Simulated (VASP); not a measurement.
Band structure of ZrP (relaxed from the wurtzite structure, space group P6_3/mmc). Method: PBEsol GGA, VASP's PBE PAW potentials (set 64) (plane waves; VASP).

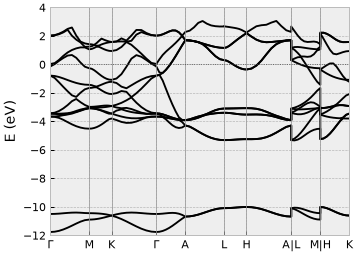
Fig. 1. Bands along high-symmetry lines, zero at the valence-band maximum or, without a gap, the Fermi level

Question: Read the plot: is there a gap, and where are the band edges?

Answer: It has no gap at this level: it comes out as a metal or semimetal. (Edges off the drawn lines would not show.)

The structure was generated: ZrP was put into the wurtzite type (P6_3mc), which need not be its known phase. It was relaxed first, which changed the volume by -37 %. The relaxed cell has space group P6_3/mmc.
